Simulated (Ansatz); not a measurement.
Start from SiC (space group P6_3mc, No. 186; a = 3.078 Å, c = 10.077 Å). Axes: x lies along a and z along c of the hexagonal cell.

One thing is altered: uniaxial stress, 5 GPa compression along z; all other stress components relax to zero.

The values are results of r2SCAN, PAW, 500 eV (Ansatz, a first-principles code; no SOC), earlier PAW set, not measurements.

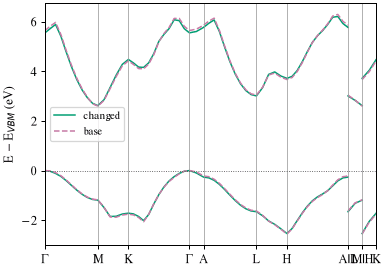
Highest valence and lowest conduction band along the path, each from its own valence-band maximum

Question: From the figure, how large is the changed gap, and is it direct?

Answer: About 2.6 eV, indirect, Γ → M.

Load acts through the strain it causes; cell and atoms are relaxed under it. Stability under load was not tested beyond the relaxation.
